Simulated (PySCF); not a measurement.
Ge(Me)(OMe), SMILES C[O][Ge][CH3] (C₂H₆GeO) at its CAM-B3LYP/def2-SVP optimised geometry (Å):

```
10

Ge    -0.9681    -1.2337     0.0000
C     -1.3294     0.7396     0.0000
H     -2.4156     0.9161    -0.0038
H     -0.8979     1.2337    -0.8868
H     -0.9050     1.2308     0.8919
O      0.8131    -1.2337     0.0000
C      1.7634    -0.2063    -0.0006
H      1.3158     0.8022     0.0070
H      2.4156    -0.2970     0.8846
H      2.4055    -0.2880    -0.8941
```

Computed with CAM-B3LYP/def2-TZVP (PySCF 2.14.0). Cells within 0.4 Å of a nucleus heavier than hydrogen are left out (blank, or x).

Map of the deformation density (molecule minus spherical neutral atoms) (e/bohr³) on the plane z = 0.0 Å:

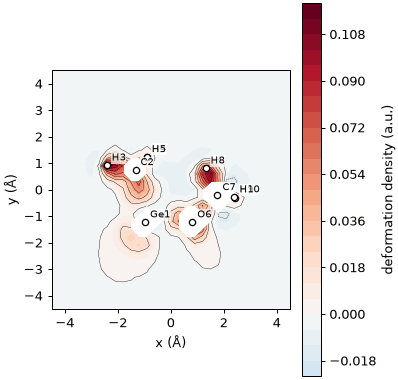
Fig. 1. Deformation density (molecule minus spherical neutral atoms) (e/bohr³) on the plane z = 0.0 Å.
